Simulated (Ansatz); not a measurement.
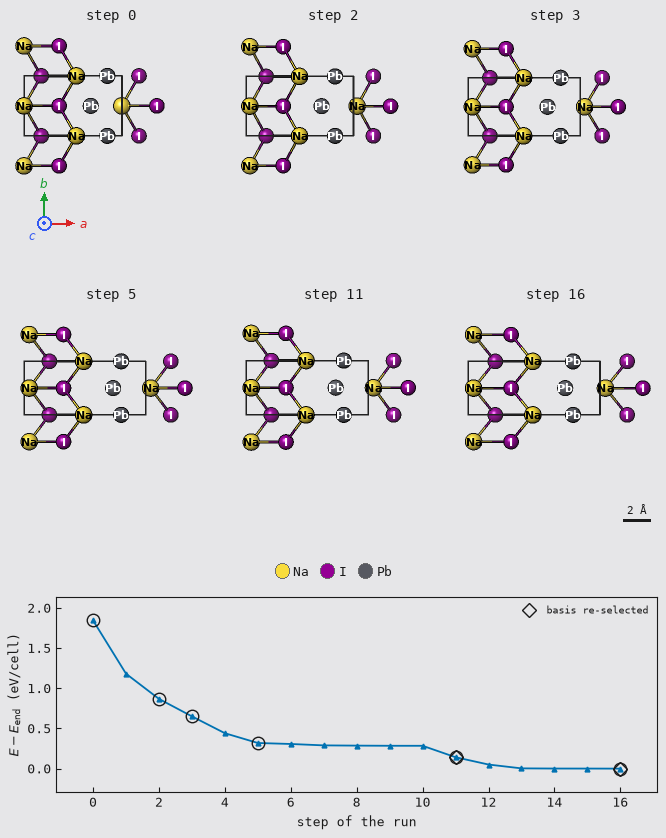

Frames of a relaxation of a crystal of Na2PbI (a generated structure, set up in Pmm2), marked on the history of the run. Style: ball-and-stick. Shown: the cell of the calculation, along the c axis.

The start is a swapped structure.

Computed with DFT, PAW plane waves, PBE (Ansatz 0.2.0). (plane-wave cutoff 420 eV; k-point mesh 5 × 7 × 4; occupations gaussian; smearing width 0.0914 eV; no spin polarisation; cell and atoms relaxed; at most 80 steps)

Question: Describe the path.

Answer: The energy falls by 1.845 eV per cell of the calculation in 14 accepted moves (16 points after the start). Largest force component: 0.65 eV/Å at the start, 0.004 eV/Å at the end. The pressure goes from 2.99 to 0.01 GPa. At 2 points the geometry stayed and the basis and grid were re-selected for the new cell (energy shift of 0.142 eV per cell of the calculation at most each time). The largest moves relative to the cell, 0.54 Å, are those of Pb atoms. By element the largest moves are Pb 0.54 Å, Na 0.42 Å, I 0.31 Å. The drawn cell changes as follows: a 7.269 → 9.799 Å (+34.8 %), b 4.458 → 3.976 Å (−10.8 %), c 7.516 → 6.848 Å (−8.9 %); the volume changes by +9.6 %. Some distances before and after: Na–Pb 3.078 → 3.546 Å, Na–Pb 3.006 → 3.461 Å, I–Na 3.211 → 3.098 Å, I–Na 3.188 → 3.256 Å. Among the angles between lasting bonds that change: Na–I–Na 133.1° → 117.2°, Na–I–Na 88.9° → 99.0°, I–Na–I 91.1° → 81.0°. The space group stays Pmmn (No. 59). The run took 6.3 min on 2 threads of Arm Neoverse V2 (shared host), peak memory 0.79 GiB. From step 0 to 2: Na atoms move most (0.29 Å), volume +11.8 %, energy −0.977 eV per cell of the calculation. From step 2 to 3: I atoms move most (0.06 Å), volume +1.4 %, energy −0.217 eV per cell of the calculation. From step 3 to 5: Pb atoms move most (0.23 Å), volume −3.4 %, energy −0.331 eV per cell of the calculation. From step 5 to 11: Na atoms move most (0.03 Å), volume −2.9 %, energy −0.177 eV per cell of the calculation. From step 11 to 16: Pb atoms move most (0.03 Å), volume +3.2 %, energy −0.142 eV per cell of the calculation.

```csv
step,"E − E(0), meV/atom","largest force component, eV/Å","pressure, GPa","volume, Å³/atom",note
0,0.00,0.6467,2.99,30.440,
1,-82.91,0.2590,1.08,32.826,
2,-122.10,0.1117,0.40,34.018,
3,-149.28,0.1738,0.04,34.481,
4,-175.49,0.1007,-0.27,34.431,
5,-190.72,0.0433,-0.33,33.294,
6,-192.25,0.0314,-0.19,32.940,
7,-194.43,0.0577,-0.01,32.312,
8,-194.80,0.0227,0.10,32.171,
9,-195.04,0.0067,-0.07,32.389,
10,-195.07,0.0019,0.01,32.327,
11,-212.87,0.0030,0.86,32.327,"same geometry, new basis"
12,-224.24,0.0569,0.60,32.507,
13,-230.21,0.0368,0.14,33.125,
14,-230.47,0.0210,0.00,33.342,
15,-230.51,0.0041,0.01,33.353,
16,-230.60,0.0040,0.01,33.353,"same geometry, new basis"
```
